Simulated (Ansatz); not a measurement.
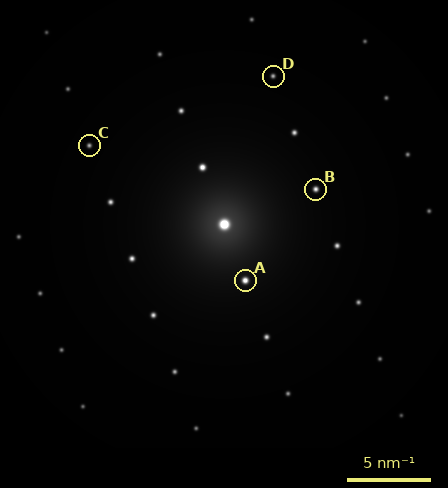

Computed electron diffraction pattern, 100 kV, single scattering only, B = 0.8 Å². The zone axis points towards the electron source and the pattern is seen from the source side.

Crystal: Tl, space group P6_3/mmc (No. 194), a = 3.378 Å, c = 10.977 Å (hexagonal axes). Structure: coordinates from a relaxation with DFT, LDA (PW92), plane waves (420 eV) with PAW, scalar-relativistic (Ansatz); the starting structure was generated, so it need not be a known form of this composition.

| atom | site | symmetry | x | y | z |
| --- | --- | --- | --- | --- | --- |
| Tl | 2a | -3m. | 0.0000 | 0.0000 | 0.0000 |
| Tl | 2c | -6m2 | 0.3333 | 0.6667 | 0.2500 |

Spot A is indexed 0 0 -4 and spot B -1 2 0.

Q: Index the other marked spots.

A: C = −2A − B = 1 -2 8 (d = 1.065 Å). D = −2A + B = -1 2 8 (d = 1.065 Å).

Q: Find the zone axis.

A: The cross product of A and B is parallel to [210]; every spot obeys hu + kv + lw = 0.
